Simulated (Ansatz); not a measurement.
# NH (imidogen): UB3LYP/6-311G(d,p)

What is the energy change on altering one bond length of NH (imidogen) at UB3LYP/6-311G**? 

Program for the calculation: Ansatz 0.2.0.

56 further runs of the same task are left out: 56 set aside as unsound or not needed.

## 1. The system as given

The species is NH (2 atoms), meant as a triplet with charge 0. SMILES: `[NH]`. The bond length is the measured one.

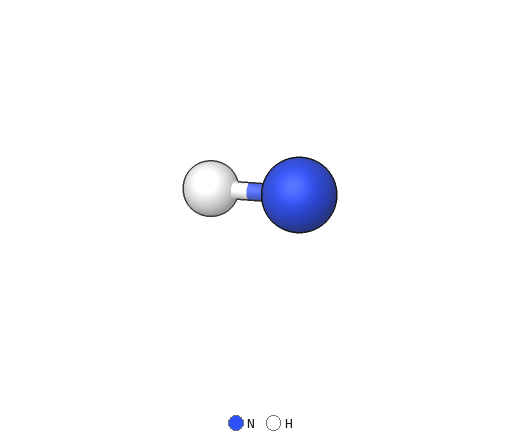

Viewed from a chosen angle; nitrogen blue, hydrogen white.

## 2. A single-point energy at UB3LYP/6-311G(d,p)

File in.yaml:

```yaml
crystal:
  periodic: [false, false, false]
  atoms:
    - {symbol: N, position_ang: [0.000000, 0.000000, 0.000000]}
    - {symbol: H, position_ang: [0.000000, 0.000000, 1.036210]}
basis:
  gaussian: {orbitals: 6-311G_st__st_.json}
accuracy: high
magnetization: {spin_polarized: true, initial_magnetization: 2}
hamiltonian: {xc: {name: B3LYP}}
```

The basis set 6-311G** is read from a file made from the Basis Set Exchange's data (not shown).

Launch:

```console
$ ansatz run in.yaml --threads 1 --pin off --max-ram 2610MiB --events-out events.jsonl --progress --plain --runs-dir runs
```

Standard output:

```text
Warning: RAYON_NUM_THREADS=1 ignored (pool sized by the plan → 1); use --threads N
Functional definition: B3LYP
  name "B3LYP"
  parameter a0 = 0.2
  parameter ax = 0.72
  parameter ac = 0.81
  exchange = (1 - a0 - ax)*slater_x + ax*b88_x + a0*exact_x
  correlation = (1 - ac)*vwn_rpa_c + ac*lyp_c
357 factors; integrals over basis functions are off by at most 3.4e-9 eV
mean field evaluation 1: about -1502.3195 eV, gradient 1.3e1 eV
mean field evaluation 2: about -1502.4137 eV, gradient 1.3e1 eV
mean field evaluation 4: about -1503.0776 eV, gradient 6.2e-2 eV
mean field evaluation 8: about -1503.0757 eV, gradient 7.8e-4 eV
mean field evaluation 16: about -1503.0757 eV, gradient 5.8e-8 eV
mean field -1503.07573446 eV, -55.2370144201 hartree, gradient 5.8e-8 eV, S^2 2.004849; 0 other end points of the search recorded, 0 dependent functions left out
reference -1503.07575467 eV, -55.2370151626 hartree; 5, 3 occupied and 19, 21 virtual orbitals, 357 factors
Total energy: -1503.07575467 eV, -55.2370151626 hartree
```

Wall time 0.56 s (1 thread of Arm Neoverse V1, shared host).

## 3. The distorted shape

File input.yaml:

```yaml
crystal:
  periodic: [false, false, false]
  atoms:
    - symbol: N
      position_ang: [0.000000, 0.000000, -0.259090]
    - symbol: H
      position_ang: [0.000000, 0.000000, 1.036210]
basis:
  gaussian:
    orbitals: 6-311G_st__st_.json
magnetization:
  spin_polarized: true
  initial_magnetization: 2
hamiltonian:
  xc: {name: B3LYP}
accuracy: high
```

The basis set 6-311G** is read from a file made from the Basis Set Exchange's data (not shown).

Launch:

```console
$ ansatz run input.yaml --threads 1 --pin off --max-ram 2610MiB --events-out events.jsonl --progress --plain --runs-dir runs
```

Standard output:

```text
Warning: RAYON_NUM_THREADS=1 ignored (pool sized by the plan → 1); use --threads N
Functional definition: B3LYP
  name "B3LYP"
  parameter a0 = 0.2
  parameter ax = 0.72
  parameter ac = 0.81
  exchange = (1 - a0 - ax)*slater_x + ax*b88_x + a0*exact_x
  correlation = (1 - ac)*vwn_rpa_c + ac*lyp_c
357 factors; integrals over basis functions are off by at most 3.4e-9 eV
mean field evaluation 1: about -1501.7309 eV, gradient 1.2e1 eV
mean field evaluation 2: about -1501.4037 eV, gradient 1.4e1 eV
mean field evaluation 4: about -1502.3826 eV, gradient 1.3e-1 eV
mean field evaluation 8: about -1502.3813 eV, gradient 6.1e-3 eV
mean field evaluation 16: about -1502.3813 eV, gradient 3.8e-7 eV
mean field -1502.38133530 eV, -55.2114957215 hartree, gradient 3.6e-8 eV, S^2 2.010822; 0 other end points of the search recorded, 0 dependent functions left out
reference -1502.38135668 eV, -55.2114965075 hartree; 5, 3 occupied and 19, 21 virtual orbitals, 357 factors
Total energy: -1502.38135668 eV, -55.2114965075 hartree
```

Wall time 0.66 s (1 thread of Arm Neoverse V1, shared host).

## 4. Summary of results

Level: UB3LYP/6-311G**.

| quantity | value |
| --- | --- |
| first shape: total energy | -55.23702 Eh |
| first shape: ⟨S²⟩ | 2.005 |
| distorted shape: total energy | -55.21150 Eh |
| distorted shape: ⟨S²⟩ | 2.011 |
| energy change with the N1–H2 bond stretched from 1.036 to 1.295 Å | 0.694 eV |

With the N1–H2 bond stretched from 1.036 to 1.295 Å the energy rises by 0.69 eV (16.0 kcal/mol). The first shape isn't relaxed at this level, so the change isn't measured from a minimum.
